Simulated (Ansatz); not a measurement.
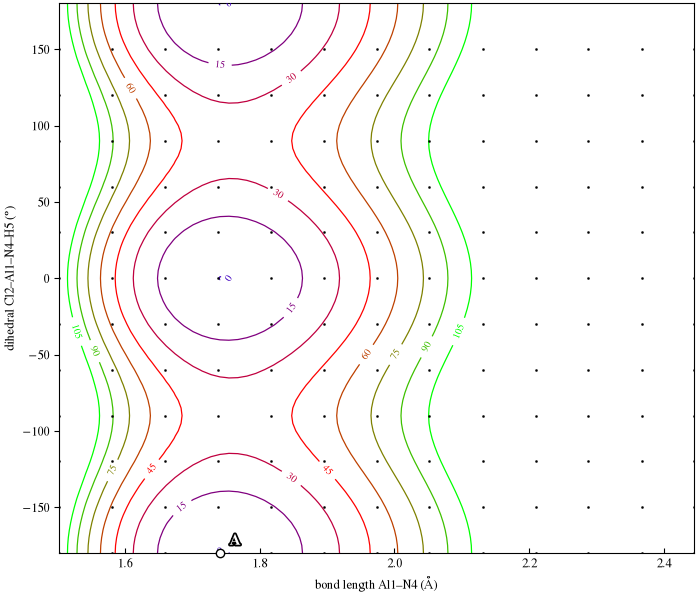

AlCl2(NH2). The first coordinate is: bond length Al1–N4; the second: dihedral Cl2–Al1–N4–H5. Nothing is relaxed (all other coordinates rigid). The scan uses a 13 × 12 grid; 52 points were computed and 104 follow by symmetry. Points are written as (first, second). All energies are given in kJ/mol relative to the lowest grid point. The calculation used Ansatz 0.2.0, RKS PBE0-D4/def2-TZVP.

The picture shows contour lines labelled in kJ/mol (none above 105), dots at the grid points, the point A. Between grid points the surface is interpolated.

What is the easiest way out of the well at A, and how high is the barrier?

The easiest path leads from the well at (1.738 Å, −180°) to a well of about the same depth at (1.738 Å, 0°). Its highest point lies about 37 kJ/mol above the bottom of the first well on the interpolated surface, at about (1.76 Å, 90°). The start is the relaxed structure and all else is held, so a fully relaxed path at this level can only be lower.

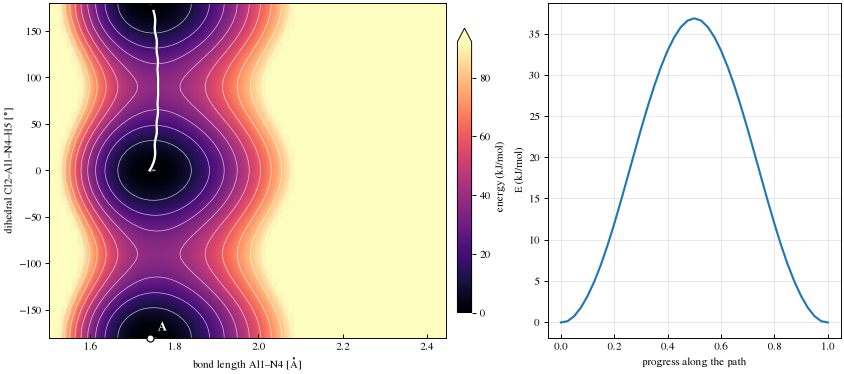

Drawn: a smooth colour map with a few white contour lines, a line along the lowest path, one colour for all values above the top of the scale, the energy along the path at the right. Between grid points the surface is interpolated.
